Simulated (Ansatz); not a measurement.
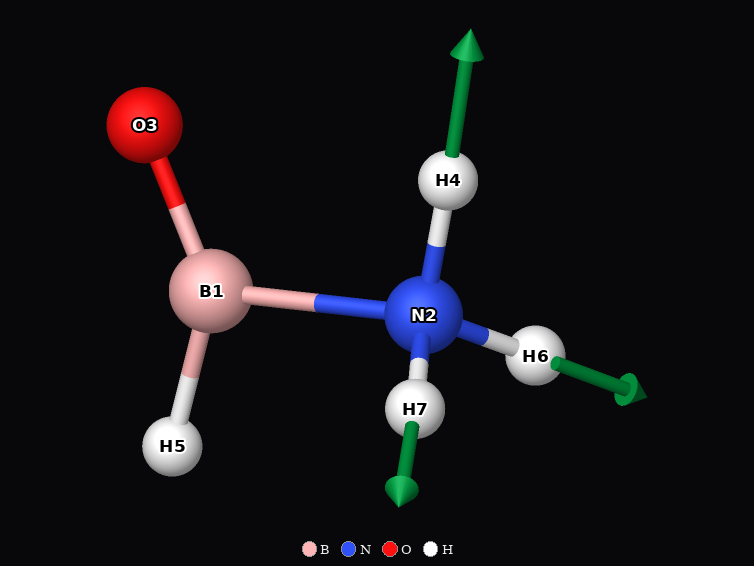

The arrows show one normal mode. Harmonic vibrations computed with RKS PBE0-D4/def2-TZVP (Ansatz 0.2.0) at a stationary point of the same level.

### Describe the motion.

Mostly in-phase stretching of 3 N–H bonds.

### Estimate its harmonic wavenumber.

3453 cm⁻¹; it is mode 13 of 15 counted from the lowest.
